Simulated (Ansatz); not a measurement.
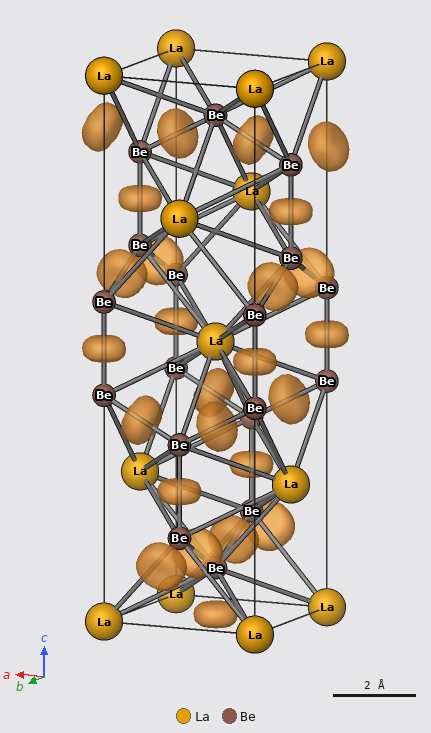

The picture shows: LaBe₂. Isosurface of the electron localisation function at 0.8 (orange), seen at an oblique angle. Only the valence region is drawn (cores and ρ < 0.01 e/Å³ removed). Sticks mark near contacts.

Space group I4₁/amd; a structure from a database of computed crystals, not necessarily the ambient phase; a generated structure, not necessarily the stable one.

All numbers below come from DFT PBE, scalar-relativistic, plane waves, PAW (Ansatz 0.2.0).

In a PAW calculation such maps are meaningful between the atoms, not at the nuclei.

Q: Where are the electrons localised?

A: At this value the surface marks out twelve regions between bonded Be–Be atoms, counted in one cell of 12 atoms. Regions shared between cells count once. Along the contacts the grid gives the following. Be–Be (2.33 Å): the ELF peaks at about 0.90 between the atoms. La–Be (3.05 Å): the ELF is about 0.15 at the midpoint: no localised pair shows between them.
